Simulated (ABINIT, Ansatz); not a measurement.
# Quasiparticle gap of CdS (Greenockite) in ABINIT, part 2 of 3

Aim: the G0W0 gap of CdS (Greenockite) on PBE, step by step.

ABINIT 10.8.3; PBE and many-body steps on it, plane waves. Known limits of the many-body steps: not at the basis limit; no spin-orbit coupling; coarse k mesh.

So far. Step 2 (Ground state): The gap is direct, at Γ.

The database entry behind the starting cell differs from later determinations by our own check (about 0.35 % long), so it need not match the best structure at ambient conditions.

## (3) Bands along the symmetry lines

Level of this step: DFT, PBE, plane waves, norm-conserving pseudopotentials (ABINIT).

The cheap functional maps the bands first; the places of the edges decide which points the dearer methods must see.

Contents of run.abi:

```
acell 3*1.0 Angstrom
rprim 
  4.149999999997 0.000000000001 0.000000000000
  -2.074999999999 3.594005425702 0.000000000000
  0.000000000000 0.000000000000 6.737000000000
ntypat 2
znucl 48 16
natom 4
typat 1 1 2 2
xred 
  0.333333333333 0.666666666667 0.000000000000
  0.666666666667 0.333333333333 0.500000000000
  0.333333333333 0.666666666667 0.375000000000
  0.666666666667 0.333333333333 0.875000000000
pp_dirpath "pseudos"
pseudos "Cd.upf, S.upf"
ecut 47
iscf -2
irdden 1
kptopt 0
nkpt 39
kpt 
  0.00000000 0.00000000 0.00000000
  0.12500000 0.00000000 0.00000000
  0.25000000 0.00000000 0.00000000
  0.37500000 0.00000000 0.00000000
  0.50000000 0.00000000 0.00000000
  0.45833333 0.08333333 0.00000000
  0.41666666 0.16666666 0.00000000
  0.37500000 0.25000000 0.00000000
  0.33333333 0.33333333 0.00000000
  0.25000000 0.25000000 0.00000000
  0.16666666 0.16666666 0.00000000
  0.08333333 0.08333333 0.00000000
  0.00000000 0.00000000 0.00000000
  0.00000000 0.00000000 0.12500000
  0.00000000 0.00000000 0.25000000
  0.00000000 0.00000000 0.37500000
  0.00000000 0.00000000 0.50000000
  0.12500000 0.00000000 0.50000000
  0.25000000 0.00000000 0.50000000
  0.37500000 0.00000000 0.50000000
  0.50000000 0.00000000 0.50000000
  0.45833333 0.08333333 0.50000000
  0.41666666 0.16666666 0.50000000
  0.37500000 0.25000000 0.50000000
  0.33333333 0.33333333 0.50000000
  0.25000000 0.25000000 0.50000000
  0.16666666 0.16666666 0.50000000
  0.08333333 0.08333333 0.50000000
  0.00000000 0.00000000 0.50000000
  0.50000000 0.00000000 0.50000000
  0.50000000 0.00000000 0.37500000
  0.50000000 0.00000000 0.25000000
  0.50000000 0.00000000 0.12500000
  0.50000000 -0.00000000 0.00000000
  0.33333333 0.33333333 0.50000000
  0.33333333 0.33333333 0.37500000
  0.33333333 0.33333333 0.25000000
  0.33333333 0.33333333 0.12500000
  0.33333333 0.33333333 0.00000000
istwfk *1
nband 33
nbdbuf 2
tolwfr 1e-08
nstep 40
prtwf 0
prtvol 0
indata_prefix "in"
outdata_prefix "out"
tmpdata_prefix "tmp"
```

On the command line:

```
$ OMP_NUM_THREADS=1 mpirun -n 4 abinit run.abi > log
```

Numbers of over 12 decimals in the logs are rounded to 6 here.

The program printed:

```text
.Version 10.8.3 of ABINIT. v10.8.2 released Aug 2026.

 Symmetries : space group P6_3 m c (#186); Bravais hP (primitive hexag.)
[... echo of the input left out ...]
== DATASET  1 ==================================================================
-   mpi_nproc: 4, omp_nthreads: 1 (-1 if OMP is not activated)

--- !DatasetInfo
iteration_state: {dtset: 1, }
dimensions: {natom: 4, nkpt: 39, mband: 33, nsppol: 1, nspinor: 1, nspden: 1, mpw: 10466, }
cutoff_energies: {ecut:  47.0, pawecutdg:  -1.0, }
electrons: {nelect:   5.20000000E+01, charge:   0.00000000E+00, occopt:   1.00000000E+00, tsmear:   1.00000000E-02, }

 Real(R)+Recip(G) space primitive vectors, cartesian coordinates (Bohr,Bohr^-1):
 R(1)=  7.8423634  0.0000000  0.0000000  G(1)=  0.1275126  0.0736194  0.0000000
 R(2)= -3.9211817  6.7916859  0.0000000  G(2)=  0.0000000  0.1472388  0.0000000
 R(3)=  0.0000000  0.0000000 12.7310849  G(3)=  0.0000000  0.0000000  0.0785479
 Unit cell volume ucvol=  6.7809411E+02 bohr^3
 Angles (23,13,12)=  9.00000000E+01  9.00000000E+01  1.20000000E+02 degrees

 getcut: wavevector=  0.0000  0.0000  0.0000  ngfft=  50  50  80
         ecut(hartree)=     47.000   => boxcut(ratio)=   2.03615

--- Pseudopotential description ------------------------------------------------
- Cd Generated using ONCVPSP code by D. R. Hamann
- 48.00000  20.00000  171031                  znucl, zion, pspdat
12 -101130 2 -1 1368                          pspcod,pspxc,lmax,lloc,mmax
     nproj     2     2     2
  pspatm : epsatm=   23.16453630
         --- l  ekb(1:nproj) -->
             0   51.917189    3.534234
             1    8.636196    1.282240
             2    0.687672   -0.678465
 pspatm: atomic psp has been read  and splines computed

- S Generated using ONCVPSP code by D. R. Hamann
- 16.00000   6.00000  171031                  znucl, zion, pspdat
12 -101130 2 -1 1146                          pspcod,pspxc,lmax,lloc,mmax
     nproj     2     2     2
  pspatm : epsatm=    9.01821529
         --- l  ekb(1:nproj) -->
[...]
pspatm: atomic psp has been read  and splines computed

--------------------------------------------------------------------------------

================================================================================
 prteigrs : about to open file out_EIG
 Non-SCF case, kpt    1 (  0.00000  0.00000  0.00000), residuals and eigenvalues=
  4.19E-09  3.82E-09  6.55E-09  4.47E-09  2.57E-09  6.13E-09  2.73E-09  8.09E-09
  2.86E-09  4.86E-09  4.75E-09  5.88E-09  6.72E-09  2.68E-09  5.30E-09  3.04E-09
  4.96E-09  7.02E-09  6.65E-09  8.10E-09  6.21E-09  7.46E-09  6.01E-09  2.10E-09
[...]
7.95E-05
 -3.5688E+00 -3.5687E+00 -2.1380E+00 -2.1380E+00 -2.1379E+00 -2.1379E+00
 -2.1379E+00 -2.1379E+00 -2.9514E-01 -2.7942E-01 -1.2671E-01 -1.2578E-01
 -1.2578E-01 -1.2266E-01 -1.2266E-01 -1.1137E-01 -1.1137E-01 -1.0811E-01
[...]
1.29E-05
[...]
Non-SCF case, kpt   38 (  0.33333  0.33333  0.12500), residuals and eigenvalues=
[...]
Non-SCF case, kpt   39 (  0.33333  0.33333  0.00000), residuals and eigenvalues=
[...]
-9.0672E-02 -9.0672E-02  2.2522E-02  2.2522E-02  4.4602E-02  8.8961E-02
  8.8961E-02  9.7912E-02  3.2676E-01  3.4227E-01  3.4227E-01  4.1885E-01
[...]
--- !ResultsGS
iteration_state: {dtset: 1, }
comment   : Summary of ground state results
lattice_vectors:
- [  7.8423634,   0.0000000,   0.0000000, ]
- [ -3.9211817,   6.7916859,   0.0000000, ]
- [  0.0000000,   0.0000000,  12.7310849, ]
lattice_lengths: [   7.84236,    7.84236,   12.73108, ]
lattice_angles: [ 90.000,  90.000, 120.000, ] # degrees, (23, 13, 12)
lattice_volume:   6.7809411E+02
convergence: {deltae:  0.000E+00, res2:  0.000E+00, residm:  9.992E-09, diffor:  0.000E+00, }
etotal    :  -3.72830653E+02
entropy   :   0.00000000E+00
fermie    :   1.56514680E-01
cartesian_stress_tensor: null
pressure_GPa: null
xred      :
- [  3.3333E-01,   6.6667E-01,   0.0000E+00, Cd]
- [  6.6667E-01,   3.3333E-01,   5.0000E-01, Cd]
- [  3.3333E-01,   6.6667E-01,   3.7500E-01,  S]
- [  6.6667E-01,   3.3333E-01,   8.7500E-01,  S]
cartesian_forces: null
force_length_stats: {min: null, max: null, mean: null, }

 Integrated electronic density in atomic spheres:
 ------------------------------------------------
 Atom  Sphere_radius  Integrated_density
[...]
================================================================================

 ----iterations are completed or convergence reached----

 Mean square residual over all n,k,spin=   49.970E-10; max=  99.916E-10
 reduced coordinates (array xred) for    4 atoms
[...]
0.333333333333      0.666666666667      0.375000000000
       0.666666666667      0.333333333333      0.875000000000

 cartesian coordinates (angstrom) at end:
    1     -3.3e-13     2.396004     0.000000
    2      2.075000     1.198002     3.368500
    3     -3.3e-13     2.396004     2.526375
    4      2.075000     1.198002     5.894875
 length scales=  1.889726125908  1.889726125908  1.889726125908 bohr
              =  1.000000000000  1.000000000000  1.000000000000 angstroms
 prteigrs : about to open file out_EIG
 Eigenvalues (hartree) for nkpt=  39  k points:
 kpt#   1, nband= 33, wtk=  1.00000, kpt=  0.0000  0.0000  0.0000 (reduced coord)
[...]
kpt#   2, nband= 33, wtk=  1.00000, kpt=  0.1250  0.0000  0.0000 (reduced coord)
[...]
kpt#   3, nband= 33, wtk=  1.00000, kpt=  0.2500  0.0000  0.0000 (reduced coord)
[...]
kpt#  38, nband= 33, wtk=  1.00000, kpt=  0.3333  0.3333  0.1250 (reduced coord)
[...]
0.48591
 kpt#  39, nband= 33, wtk=  1.00000, kpt=  0.3333  0.3333  0.0000 (reduced coord)
[...]
-0.11064   -0.10861   -0.09067   -0.09067    0.02252    0.02252    0.04460    0.08896
   0.08896    0.09791    0.32676    0.34227    0.34227    0.41885    0.42808    0.42808
   0.47372

== END DATASET(S) ==============================================================
================================================================================

 -outvars: echo values of variables after computation  --------
            nband          33
             nkpt          39
          spgroup         186
 [... the other variables as echoed above ...]

 Calculation completed.
```

The job ended after 96 s (4 MPI ranks of Arm Neoverse V1, shared host; peak memory 0.52 GiB; 6.4 min of CPU time).

This step gave:

```
gap                        : 1.175 eV
k of the valence top       : 0, 0, 0
k of the conduction bottom : 0, 0, 0
least direct gap           : 1.175 eV
```

The gap is 1.175 eV, as in the run before at this level.

The electronic bands at the labelled points (eV, zero at the top of the highest filled band):

```
    point  band 23  band 24  band 25  band 26  band 27  band 28  band 29  band 30
        Γ    -0.76    -0.05     0.00     0.00     1.18     2.76     6.44     6.44
        M    -2.63    -1.85    -1.29    -0.73     3.69     3.86     5.09     6.36
        K    -3.05    -1.84    -1.84    -1.59     4.63     5.05     5.05     7.14
        Γ    -0.76    -0.05     0.00     0.00     1.18     2.76     6.44     6.44
        A    -0.39    -0.39    -0.39    -0.39     2.82     2.82     6.16     6.16
        L    -1.32    -1.32    -1.32    -1.32     3.46     3.46     5.36     5.36
        H    -2.38    -2.38    -1.11    -1.11     4.36     4.36     6.08     6.08
        A    -0.39    -0.39    -0.39    -0.39     2.82     2.82     6.16     6.16
jump to L    -1.32    -1.32    -1.32    -1.32     3.46     3.46     5.36     5.36
        M    -2.63    -1.85    -1.29    -0.73     3.69     3.86     5.09     6.36
jump to H    -2.38    -2.38    -1.11    -1.11     4.36     4.36     6.08     6.08
        K    -3.05    -1.84    -1.84    -1.59     4.63     5.05     5.05     7.14
```

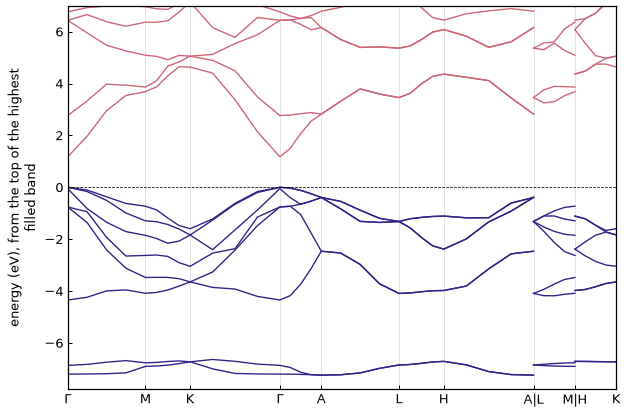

Electronic bands along the path; lines of filled and empty bands in two colours.

## (4) Empty states on the mesh, 3×3×2 mesh, 475 bands

The sums over transitions need many empty states on a uniform mesh; this step solves for them.

Contents of run.abi:

```
acell 3*1.0 Angstrom
rprim 
  4.149999999997 0.000000000001 0.000000000000
  -2.074999999999 3.594005425702 0.000000000000
  0.000000000000 0.000000000000 6.737000000000
ntypat 2
znucl 48 16
natom 4
typat 1 1 2 2
xred 
  0.333333333333 0.666666666667 0.000000000000
  0.666666666667 0.333333333333 0.500000000000
  0.333333333333 0.666666666667 0.375000000000
  0.666666666667 0.333333333333 0.875000000000
pp_dirpath "pseudos"
pseudos "Cd.upf, S.upf"
ecut 47
ngkpt 3 3 2
nshiftk 1
shiftk 0 0 0
kptopt 1
chksymbreak 0
iscf -2
irdden 1
istwfk *1
nband 475
nbdbuf 42
tolwfr 1e-09
nstep 60
prtvol 0
indata_prefix "in"
outdata_prefix "out"
tmpdata_prefix "tmp"
```

The program printed:

```text
.Version 10.8.3 of ABINIT. v10.8.2 released Aug 2026.

 Symmetries : space group P6_3 m c (#186); Bravais hP (primitive hexag.)
[... echo of the input left out ...]
== DATASET  1 ==================================================================
-   mpi_nproc: 4, omp_nthreads: 1 (-1 if OMP is not activated)

--- !DatasetInfo
iteration_state: {dtset: 1, }
dimensions: {natom: 4, nkpt: 6, mband: 475, nsppol: 1, nspinor: 1, nspden: 1, mpw: 10458, }
cutoff_energies: {ecut:  47.0, pawecutdg:  -1.0, }
electrons: {nelect:   5.20000000E+01, charge:   0.00000000E+00, occopt:   1.00000000E+00, tsmear:   1.00000000E-02, }

 Real(R)+Recip(G) space primitive vectors, cartesian coordinates (Bohr,Bohr^-1):
 R(1)=  7.8423634  0.0000000  0.0000000  G(1)=  0.1275126  0.0736194  0.0000000
 R(2)= -3.9211817  6.7916859  0.0000000  G(2)=  0.0000000  0.1472388  0.0000000
 R(3)=  0.0000000  0.0000000 12.7310849  G(3)=  0.0000000  0.0000000  0.0785479
 Unit cell volume ucvol=  6.7809411E+02 bohr^3
 Angles (23,13,12)=  9.00000000E+01  9.00000000E+01  1.20000000E+02 degrees

 getcut: wavevector=  0.0000  0.0000  0.0000  ngfft=  50  50  80
         ecut(hartree)=     47.000   => boxcut(ratio)=   2.03615

--- Pseudopotential description ------------------------------------------------
- Cd Generated using ONCVPSP code by D. R. Hamann
- 48.00000  20.00000  171031                  znucl, zion, pspdat
12 -101130 2 -1 1368                          pspcod,pspxc,lmax,lloc,mmax
     nproj     2     2     2
  pspatm : epsatm=   23.16453630
         --- l  ekb(1:nproj) -->
             0   51.917189    3.534234
             1    8.636196    1.282240
             2    0.687672   -0.678465
 pspatm: atomic psp has been read  and splines computed

- S Generated using ONCVPSP code by D. R. Hamann
- 16.00000   6.00000  171031                  znucl, zion, pspdat
12 -101130 2 -1 1146                          pspcod,pspxc,lmax,lloc,mmax
     nproj     2     2     2
  pspatm : epsatm=    9.01821529
         --- l  ekb(1:nproj) -->
[...]
pspatm: atomic psp has been read  and splines computed

--------------------------------------------------------------------------------

================================================================================
 prteigrs : about to open file out_EIG
 Non-SCF case, kpt    1 (  0.00000  0.00000  0.00000), residuals and eigenvalues=
  3.33E-10  3.60E-10  4.71E-10  4.63E-10  4.46E-10  6.61E-10  4.72E-10  7.90E-10
  4.61E-10  5.34E-10  2.84E-10  3.12E-10  4.43E-10  4.83E-10  9.28E-10  3.35E-10
  4.68E-10  5.85E-10  9.72E-10  3.32E-10  5.10E-10  6.63E-10  9.11E-10  2.27E-10
[...]
-3.5688E+00 -3.5687E+00 -2.1380E+00 -2.1380E+00 -2.1379E+00 -2.1379E+00
 -2.1379E+00 -2.1379E+00 -2.9514E-01 -2.7942E-01 -1.2671E-01 -1.2578E-01
 -1.2578E-01 -1.2266E-01 -1.2266E-01 -1.1137E-01 -1.1137E-01 -1.0811E-01
[...]
5.5498E+00  5.5501E+00  5.5567E+00  5.5787E+00  5.5790E+00  5.5924E+00
  5.6097E+00  5.6115E+00  5.6167E+00  5.6227E+00  5.6309E+00  5.6344E+00
  5.6386E+00
 prteigrs : prtvol=0 or 1, do not print more k-points.

--- !ResultsGS
iteration_state: {dtset: 1, }
comment   : Summary of ground state results
lattice_vectors:
- [  7.8423634,   0.0000000,   0.0000000, ]
- [ -3.9211817,   6.7916859,   0.0000000, ]
- [  0.0000000,   0.0000000,  12.7310849, ]
lattice_lengths: [   7.84236,    7.84236,   12.73108, ]
lattice_angles: [ 90.000,  90.000, 120.000, ] # degrees, (23, 13, 12)
lattice_volume:   6.7809411E+02
convergence: {deltae:  0.000E+00, res2:  0.000E+00, residm:  9.928E-10, diffor:  0.000E+00, }
etotal    :  -3.72830653E+02
entropy   :   0.00000000E+00
fermie    :   1.56514680E-01
cartesian_stress_tensor: null
pressure_GPa: null
xred      :
- [  3.3333E-01,   6.6667E-01,   0.0000E+00, Cd]
- [  6.6667E-01,   3.3333E-01,   5.0000E-01, Cd]
- [  3.3333E-01,   6.6667E-01,   3.7500E-01,  S]
- [  6.6667E-01,   3.3333E-01,   8.7500E-01,  S]
cartesian_forces: null
force_length_stats: {min: null, max: null, mean: null, }

 Integrated electronic density in atomic spheres:
 ------------------------------------------------
 Atom  Sphere_radius  Integrated_density
[...]
================================================================================

 ----iterations are completed or convergence reached----

 Mean square residual over all n,k,spin=   39.638E-11; max=  99.282E-11
 reduced coordinates (array xred) for    4 atoms
[...]
0.666666666667      0.333333333333      0.875000000000

 cartesian coordinates (angstrom) at end:
    1     -3.3e-13     2.396004     0.000000
    2      2.075000     1.198002     3.368500
    3     -3.3e-13     2.396004     2.526375
    4      2.075000     1.198002     5.894875
 length scales=  1.889726125908  1.889726125908  1.889726125908 bohr
              =  1.000000000000  1.000000000000  1.000000000000 angstroms
 prteigrs : about to open file out_EIG
 Eigenvalues (hartree) for nkpt=   6  k points:
 kpt#   1, nband=475, wtk=  0.05556, kpt=  0.0000  0.0000  0.0000 (reduced coord)
[...]
5.52785    5.53473    5.53647    5.53656    5.53992    5.54979    5.54984    5.55011
   5.55674    5.57868    5.57896    5.59237    5.60966    5.61147    5.61666    5.62273
   5.63093    5.63437    5.63856
 prteigrs : prtvol=0 or 1, do not print more k-points.

== END DATASET(S) ==============================================================
================================================================================

 -outvars: echo values of variables after computation  --------
            nband         475
             nkpt           6
          spgroup         186
 [... the other variables as echoed above ...]

 Calculation completed.
```

Run time: 18 min. Hardware: 4 MPI ranks; peak memory 0.84 GiB; 71 min of CPU time.

This step gave:

```
gap                                                           : 1.175 eV
k of the valence top                                          : 0, 0, 0
k of the conduction bottom                                    : 0, 0, 0
least direct gap                                              : 1.175 eV
k points computed                                             : 6
lowest point of the top converged band, above the valence top : 138.5805 eV
```

On this mesh the gap is 1.175 eV.

## (5) Screening, 3×3×2 mesh, 433 bands, screening to 217.7 eV

The RPA dielectric matrix is built and inverted for each q.

This step: RPA screening on PBE, plane waves, norm-conserving pseudopotentials.

Edit run.abi of step 4 so:

```diff
@@ -22,10 +22,11 @@
 chksymbreak 0
-iscf -2
-irdden 1
 istwfk *1
-nband 475
-nbdbuf 42
-tolwfr 1e-09
-nstep 60
-prtvol 0
+occopt 1
+irdwfk 1
+optdriver 3
+nband 433
+ecuteps 8
+inclvkb 2
+awtr 1
+symchi 1
 indata_prefix "in"
```

The program printed:

```text
.Version 10.8.3 of ABINIT. v10.8.2 released Aug 2026.

 Symmetries : space group P6_3 m c (#186); Bravais hP (primitive hexag.)
[... echo of the input left out ...]
== DATASET  1 ==================================================================
-   mpi_nproc: 4, omp_nthreads: 1 (-1 if OMP is not activated)

--- !DatasetInfo
iteration_state: {dtset: 1, }
dimensions: {natom: 4, nkpt: 6, mband: 433, nsppol: 1, nspinor: 1, nspden: 1, mpw: 10458, }
cutoff_energies: {ecut:  47.0, pawecutdg:  -1.0, }
electrons: {nelect:   5.20000000E+01, charge:   0.00000000E+00, occopt:   1.00000000E+00, tsmear:   1.00000000E-02, }

 SCREENING: Calculation of the susceptibility and dielectric matrices

 Based on a program developped by R.W. Godby, V. Olevano, G. Onida, and L. Reining.
 Incorporated in ABINIT by V. Olevano, G.-M. Rignanese, and M. Torrent.
.Using double precision arithmetic ; gwpc =  8

[... cell and pseudopotentials left out ...]
--------------------------------------------------------------------------------

 ==== K-mesh for the wavefunctions ====
 Number of points in the irreducible wedge :     6
[... list of points left out ...]
 Together with 12 symmetry operations and time-reversal symmetry
 yields    18 points in the full Brillouin Zone.

 ==== Q-mesh for the screening function ====
 Number of points in the irreducible wedge :     6
[... list of points left out ...]
 Together with 12 symmetry operations and time-reversal symmetry
 yields    18 points in the full Brillouin Zone.

 setmesh: FFT mesh size selected  =    30x   30x   60
          total number of points  =        54000

 vcoul_init : cutoff-mode = AUXILIARY_FUNCTION
 q-points for optical limit:   1
     1)      0.000010    0.000020    0.000030

- screening: taking advantage of time-reversal symmetry
- Maximum band index for partially occupied states nbvw = 26
- Remaining bands to be divided among processors   nbcw = 407
- Number of bands treated by each node ~101

 Number of electrons calculated from density =   52.0000; Expected =   52.0000
 average of density, n =  0.076686
 r_s =    1.4602
 omega_plasma =   26.7124 [eV]

 calculating chi0 at frequencies [eV] :
  1    0.000000E+00    0.000000E+00
  2    0.000000E+00    2.671236E+01

--------------------------------------------------------------------------------
  q-point number  1        q = ( 0.000000, 0.000000, 0.000000) [r.l.u.]
--------------------------------------------------------------------------------
[... chi0 elements left out ...]
 For q-point:  0.000010 0.000020 0.000030
  dielectric constant =  13.9147
  dielectric constant without local fields =  14.7367

  Average fulfillment of the sum rule on Im[epsilon] for q-point    1 :     83.80  [%]
[... wings left out ...]
  q-point number  2        q = ( 0.333333, 0.000000, 0.000000) [r.l.u.]
--------------------------------------------------------------------------------
[... chi0 elements left out ...]
  Average fulfillment of the sum rule on Im[epsilon] for q-point    2 :     86.21  [%]

 [... 4 further q-points ...]
```

Elapsed: 6.6 min, on 4 MPI ranks; peak memory 3.5 GiB.

Numbers from this step:

```yaml
eps_infinity_with_local_fields_on_this_mesh_along_the_program_s_q_direction: 13.91
the_same_without_local_fields: 14.74
plasma_frequency: 26.71 eV
plane_waves_in_the_screening_matrix: 713
```

Local fields lower ε∞ by 6 %. On a Γ-centred mesh this coarse the value itself is usually too large, while a short band sum pulls it down.

(Continued in part 3 of 3.)

[Paths, hosts, dates, memory and timing lines, banners, echoed tables and standing remarks are left out of the program output.]

[Logs are printed without paths, hosts, clocks, repeated set-up lines and the standing remarks that a program may print on its own settings, such as how far it seeks lower states.]

[Runs of the session that timed out or met a known fault of the program may be left out.]

[Hosts, paths, dates, database ids (printed as entryN), source tags and the programs' standing remarks are cut or masked in the printed files.]

[G0W0 gaps are taken among the corrected bands and points alone; a level outside them can change the order at an edge.]

[Where Ansatz stands beside ABINIT at settings called matched, ABINIT's density can come from a denser mesh and the files from another edition; pairs whose starting gaps differed by over 0.03 eV were left out, so agreement reads better than it is.]
